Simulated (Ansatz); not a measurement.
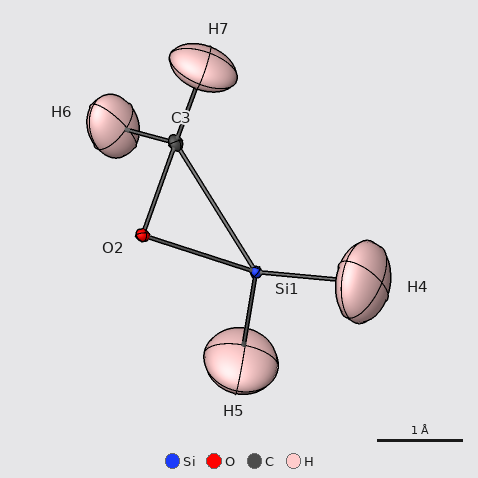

Displacement ellipsoids at the 50 % level, enlarged 2 times, from the internal vibrations of the free molecule (harmonic, no overall translation or rotation; no half-axis is drawn under 0.075 Å). Vibrations computed with RKS PBE0-D4/def2-TZVP (Ansatz 0.2.0). Temperature: 298 K.

Give the displacement parameters, one line for each set of equivalent atoms.

| atom | U_eq (Å²) | rms amplitudes (Å) |
| --- | --- | --- |
| Si1 | 0.00025 | 0.012, 0.015, 0.020 |
| O2 | 0.00061 | 0.016, 0.026, 0.030 |
| C3 | 0.00089 | 0.021, 0.032, 0.034 |
| H4, H5 | 0.0185 | 0.085, 0.144, 0.165 |
| H6, H7 | 0.0123 | 0.074, 0.113, 0.137 |
